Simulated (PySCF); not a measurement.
**C4H13NOSi (SMILES CC(C)(CN)[SiH2]O): density, localisation and related maps**

```xyz
20

C    -0.1751   -1.7833   -0.7291
C    -0.0899   -0.4313   -0.0168
C    -0.3477   -0.6383    1.4757
C    -1.1895    0.4728   -0.5919
N    -1.3360    1.7025    0.1685
Si    1.6602    0.2798   -0.3142
O     1.7382    1.7359    0.4150
H    -0.0284   -1.6691   -1.8015
H     0.5843   -2.4652   -0.3537
H    -1.1513   -2.2397   -0.5670
H     0.4086   -1.2878    1.9117
H    -0.3371    0.3161    1.9929
H    -1.3248   -1.0951    1.6282
H    -2.1512   -0.0527   -0.5328
H    -0.9761    0.6491   -1.6628
H    -0.4457    2.1843    0.2186
H    -2.0013    2.3168   -0.2881
H     1.9138    0.4526   -1.7501
H     2.6705   -0.6149    0.2569
H     2.5733    2.1782    0.5374
```

Geometry: GFN2-xTB.

These are results of PBE0/pcSseg-1, SCF density, gas phase, non-relativistic in PySCF, not measurements.

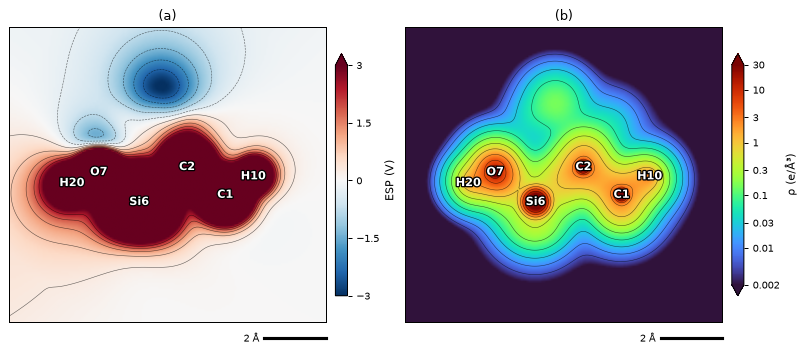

Figure 1. (a) molecular electrostatic potential; (b) electron density on the plane of atoms C2, Si6 and O7.

Q: Interpret the plot.

A: Atoms in the plane: C, Si, O and H. C–C (1.53 Å): the density is about 1.6 e/Å³ at the midpoint. Si–O (1.63 Å): ρ at the midpoint is about 1.2 e/Å³. C–Si (1.91 Å): ρ is about 0.94 e/Å³ halfway. O–H (0.95 Å): ρ is about 3.7 e/Å³ halfway. C–H (1.09 Å): ρ at the midpoint is about 2 e/Å³. Outside the dense part of the molecule the potential is most negative (−3.0 V) near N5, which lies off the plane.

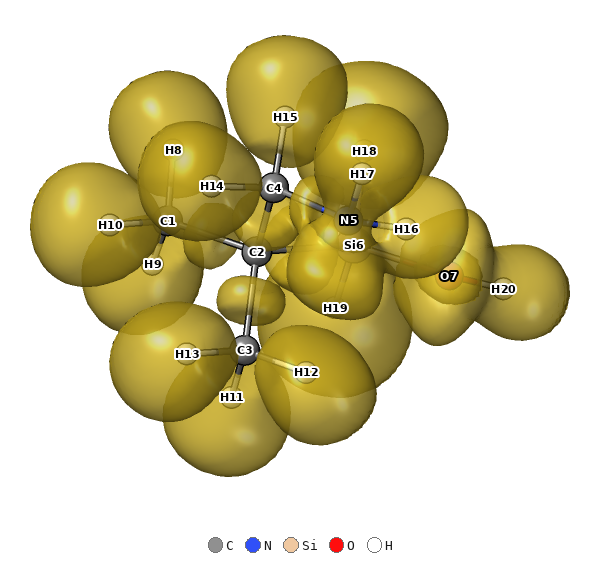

Figure 2. Isosurface of the electron localisation function at 0.75 (yellow), seen from one side. Only the valence region is drawn (cores and ρ < 0.01 e/Å³ removed).

Q: What do the ELF domains correspond to?

A: At this value the surface marks out three regions between bonded C–C atoms (shared pairs), one region between bonded C–Si atoms (shared pairs), ten regions around hydrogen nuclei, one joined region spread over several atoms (H, N), in which their bonds and any lone pairs are merged and one joined region spread over several atoms (H, O), in which their bonds and any lone pairs are merged. Profiles from the grid: C–N (1.45 Å): the ELF peaks at about 0.95 between the atoms; a shared electron pair. C–C (1.53 Å): the ELF peaks at about 0.95 between the atoms; localised, covalent bonding.

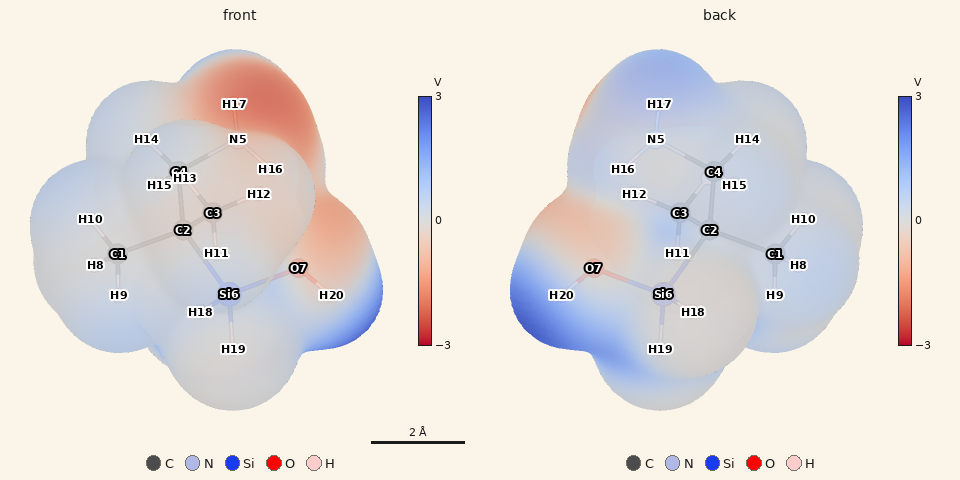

Figure 3. The electrostatic potential painted on the density surface at 0.002 e/bohr³, seen from the front and from behind; red is negative and blue positive.

Q: Where is the surface potential most negative and most positive?

A: The most negative region (about −2.0 V) lies over N5, the most positive (about +2.6 V) over H20. N5 is the likeliest acceptor of a hydrogen bond.
